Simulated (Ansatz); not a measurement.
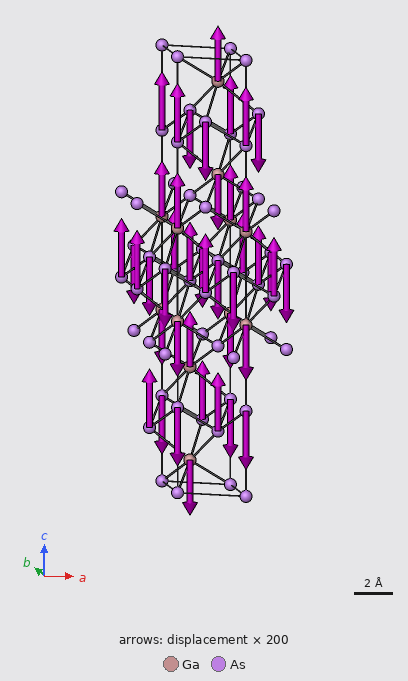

This is a relaxation of solid Ga2As3 (built on the tetradymite_166 type). The starting structure is drawn; purple arrows show the displacements (the part carried along by the change of the cell is left out), magnified 200 times.

Style: ball-and-stick. Shown: the conventional cell (3 times the calculation's cell), slightly off an axis. Lengths and directions refer to the drawn axes.

Case: tetradymite type (R-3m, No. 166).

The calculation used Ansatz, DFT PBE, scalar-relativistic, plane waves, PAW.

Input
```yaml
crystal:
  lattice:
    - [1.9324974754, 1.1157279377, 7.9404120641]
    - [-1.9324974754, 1.1157279377, 7.9404120641]
    - [0.0, -2.2314558753, 7.9404120641]
  atoms:
    - { symbol: Ga, position: [0.3929386037, 0.3929386037, 0.3929386037] }
    - { symbol: Ga, position: [0.6070613963, 0.6070613963, 0.6070613963] }
    - { symbol: As, position: [0.0, 0.0, 0.0] }
    - { symbol: As, position: [0.1955024711, 0.1955024711, 0.1955024711] }
    - { symbol: As, position: [0.8044975289, 0.8044975289, 0.8044975289] }
basis:
  ecutwfc: 420
kpoints:
  mp_grid: { grid: [12, 12, 12] }
hamiltonian:
  xc: pbe
scf:
  occupations: { method: gaussian, width: 0.1 }
output:
  forces: true
  stress: true
  eigenvalues: true
relax:
  adjacent_minimum: "off"
  f_tol: 0.01
  max_steps: 80
  cell: { stress_tol: 0.05 }
```

Launched with:
```bash
ansatz run input.yaml --threads 1 --pin off --max-ram 2560MiB --backend cpu --events-out ev --progress --plain --runs-dir out
```

> What did the optimiser do to the structure, and how much energy did it gain?

The largest moves relative to the cell, 0.016 Å, are those of As4 and As5. As4 goes along −c. By element the largest moves are As 0.016 Å, Ga 0.015 Å. The drawn cell changes as follows: a = b 3.865 → 3.853 Å (−0.3 %), c 23.821 → 24.228 Å (+1.7 %); the volume changes by +1.1 %. Some distances before and after: Ga1–As5 2.907 → 2.943 Å, As4–As5 2.620 → 2.610 Å. The space group stays R-3m (No. 166). Over 4 accepted moves (5 points after the start) the energy falls by 1.0 meV per atom. The largest force component goes from 0.044 to 0.0083 eV/Å. Pressure: 0.16 GPa at the start and −0.02 GPa at the end. The SCF was repeated once at an unchanged geometry on a basis and grid sized afresh for the cell, which shifted the energy by less than 0.05 meV per atom at most. Cost: 2.2 min on 1 thread of Intel(R) Xeon(R) 6975P-C (Granite Rapids) (shared host), peak memory 0.84 GiB.
